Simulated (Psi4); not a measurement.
# A workflow on [NH4]+ (SMILES [NH4+]), part 2 of 2

Psi4 1.11. Earlier steps stand in the parts before.

**3. The harmonic vibrations at PBEh-3c/def2-mSVP (density fitting) (run 2)**

Contents of job.py:

```python
import psi4

psi4.set_memory('1600 MB')
psi4.set_num_threads(1)
psi4.set_output_file('output.dat', False)

geom = psi4.geometry("""
1 1
N
H 1 1.022589
H 1 1.022602 2 109.46533
H 1 1.02259 2 109.46652 3 -119.98558
H 1 1.022579 2 109.48314 3 119.9992
""")

psi4.set_options({
    't': 298.15,
    'rotational_symmetry_number': 12,
})

e_tot, wfn = psi4.frequencies("pbeh-3c", return_wfn=True)
print('E =', round(e_tot, 9))
print('wavenumbers / cm^-1:', wfn.frequencies().np.round(1))
for k in ('ZPVE', 'ENTHALPY', 'GIBBS FREE ENERGY'):
    print(f'{k}: {psi4.variable(k):.8f} Eh')
```

Command:

```console
$ python job.py
```

output.dat, shortened:

```text
[...]
  Running in c1 symmetry.
[...]
  Nuclear repulsion =   16.391010216050244
[...]
  Multiplicity = 1
[...]
  Nalpha       = 5
  Nbeta        = 5
[...]
    Number of basis functions: 23
[...]
   @DF-RKS iter   1:   -56.73390856125369    1.01246e-01   1.40126e-02 ADIIS/DIIS
[...]
   @DF-RKS iter   7:   -56.77574180301412   -9.66338e-13   8.84718e-09 DIIS
[...]
    Orbital Energies [Eh]
    ---------------------
    Doubly Occupied:
       1A    -15.006209     2A     -1.346443     3A     -0.890086
       4A     -0.889784     5A     -0.889482
[...]
  @DF-RKS Final Energy:   -56.77574180301412
   => Energetics <=
    Nuclear Repulsion Energy =             16.3909994045966201
    One-Electron Energy =                -104.9359627749440449
    Two-Electron Energy =                  36.5196108498580330
    DFT Exchange-Correlation Energy =      -4.7511754683756608
    Empirical Dispersion Energy =           0.0007861858509427
    VV10 Nonlocal Energy =                  0.0000000000000000
    Total Energy =                        -56.7757418030141210
[...]
  -Total Gradient:
     Atom            X                  Y                   Z
    ------   -----------------  -----------------  -----------------
       1       -0.000660940445    -0.000048798132     0.000006305268
       2       -0.000262326282     0.000012030423    -0.000202377046
       3        0.000103154924    -0.000183949769     0.000066079108
       4        0.000570793274     0.000287969507     0.000414459855
       5        0.000249913461    -0.000066746873    -0.000283126383
[...]
  ==> Harmonic Vibrational Analysis <==
[...]
  Freq [cm^-1]                1545.9488           1546.1392           1546.3639
[...]
  IR activ [km/mol]            199.8329            199.7779            199.7268
[...]
  Freq [cm^-1]                1783.1034           1783.5353           3448.1915
[...]
  IR activ [km/mol]             0.0000              0.0003              0.0002
[...]
  Freq [cm^-1]                3583.4384           3583.6731           3583.7672
[...]
  IR activ [km/mol]            230.6182            230.6511            230.6799
[...]
  Total E_0, Enthalpy at 0 [K]                                                          -56.72470273 [Eh]
[...]
  Total H, Enthalpy at  298.15 [K]                                                      -56.72091086 [Eh]
[...]
  Total G, Gibbs energy at  298.15 [K]                                                  -56.74200070 [Eh]
[...]
```

On the terminal:

```text
E = -56.775743163
wavenumbers / cm^-1: [1545.9 1546.1 1546.4 1783.1 1783.5 3448.2 3583.4 3583.7 3583.8]
ZPVE: 0.05104043 Eh
ENTHALPY: -56.72091086 Eh
GIBBS FREE ENERGY: -56.74200070 Eh
```

Run time: 53 s. Hardware: 1 thread of Intel Xeon at 2.80GHz (Skylake/Cascade Lake), shared host; peak memory 0.31 GiB.

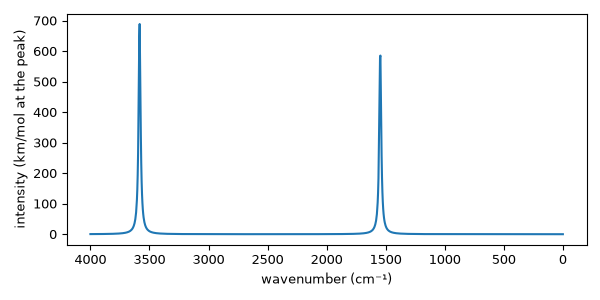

Harmonic infrared spectrum, unscaled, lines broadened by 10 cm⁻¹.

**4. A single-point energy at FNO-CCSD(T)/cc-pVTZ (run 3)**

Contents of calc.inp:

```
memory 1.6 GB

molecule {
  1 1
  N
  H 1 1.022589
  H 1 1.022602 2 109.46533
  H 1 1.02259 2 109.46652 3 -119.98558
  H 1 1.022579 2 109.48314 3 119.9992
  symmetry c1
}

set {
  basis cc-pVTZ
  reference rhf
  scf_type pk
  freeze_core true
}

energy('fno-ccsd(t)')
```

Command:

```console
$ psi4 calc.inp calc.out -n 1
```

calc.out, shortened:

```text
[...]
  Running in c1 symmetry.
[...]
  Nuclear repulsion =   16.391010216050244
[...]
  Multiplicity = 1
[...]
  Nalpha       = 5
  Nbeta        = 5
[...]
    Number of basis functions: 86
[...]
   @RHF iter   1:   -56.51858270559161   -5.76526e-03   3.22896e-03 DIIS/ADIIS
[...]
   @RHF iter   8:   -56.56417747783507   -2.08900e-12   1.88122e-09 DIIS
[...]
    Orbital Energies [Eh]
    ---------------------
    Doubly Occupied:
       1A    -15.939610     2A     -1.546999     3A     -0.999815
       4A     -0.999771     5A     -0.999756
[...]
  @RHF Final Energy:   -56.56417747783507
   => Energetics <=
    Nuclear Repulsion Energy =             16.3910102160502440
    One-Electron Energy =                -104.9384725547822512
    Two-Electron Energy =                  31.9832848608969300
    Total Energy =                        -56.5641774778350737
[...]
 Multipole Moments:
 ------------------------------------------------------------------------------------
     Multipole            Electronic (a.u.)      Nuclear  (a.u.)        Total (a.u.)
 ------------------------------------------------------------------------------------
 L = 1.  Multiply by 2.5417464519 to convert [e a0] to [Debye]
 Dipole X            :          0.0000630           -0.0001523           -0.0000893
 Dipole Y            :         -0.0000879            0.0002147            0.0001267
 Dipole Z            :          0.0000071           -0.0000172           -0.0000102
 Magnitude           :                                                    0.0001554
[...]
      * MP2 total energy:                    -56.793488117252
[...]
      * MP2 total energy:                    -56.793488117252
[...]
      * MP3 total energy:                    -56.807177943128
[...]
      * CCSD total energy:                   -56.808696952828
[...]
      * CCSD(T) total energy                 -56.815325578295
[...]
```

Wall time 14 s (1 thread of Intel Xeon at 2.80GHz (Skylake/Cascade Lake), shared host); peak memory 0.61 GiB.

**5. Results**

What follows sums up all 2 parts.

| quantity | value |
| --- | --- |
| run 1, PBEh-3c/def2-mSVP: total energy at the end | -56.77574 Eh |
| run 1, PBEh-3c/def2-mSVP: HOMO energy | -24.21 eV |
| run 1, PBEh-3c/def2-mSVP: LUMO energy | -4.18 eV |
| run 1, PBEh-3c/def2-mSVP: HOMO–LUMO gap | 20.03 eV |
| run 2, PBEh-3c/def2-mSVP: lowest harmonic wavenumber | 1546 cm⁻¹ |
| run 2, PBEh-3c/def2-mSVP: highest harmonic wavenumber | 3584 cm⁻¹ |
| run 2, PBEh-3c/def2-mSVP: zero-point energy | 134.0 kJ/mol |
| run 2, PBEh-3c/def2-mSVP: ideal-gas entropy at 298.15 K (symmetry number 12 as used) | 44.4 cal/(mol K) |
| run 3, FNO-CCSD(T)/cc-pVTZ: total energy | -56.81533 Eh |
| run 3, FNO-CCSD(T)/cc-pVTZ: HOMO energy (Hartree–Fock orbitals) | -27.20 eV |
| run 3, FNO-CCSD(T)/cc-pVTZ: LUMO energy (Hartree–Fock orbitals) | -3.11 eV |
| run 3, FNO-CCSD(T)/cc-pVTZ: HOMO–LUMO gap (Hartree–Fock orbitals) | 24.10 eV |
| run 3, FNO-CCSD(T)/cc-pVTZ: correlation energy (1 core orbital frozen) | -251.1 mEh |
| run 3, FNO-CCSD(T)/cc-pVTZ: (T) correction | -6.63 mEh |
| run 3, FNO-CCSD(T)/cc-pVTZ: T1 diagnostic | 0.005 |

In words: The optimisation (run 1, PBEh-3c/def2-mSVP) took 2 steps and changed the energy by -0.004 eV. All 9 modes (run 2, PBEh-3c/def2-mSVP) are real, so the shape is a minimum at this level. The triples (run 3, FNO-CCSD(T)/cc-pVTZ) make up 2.6 % of the correlation energy.
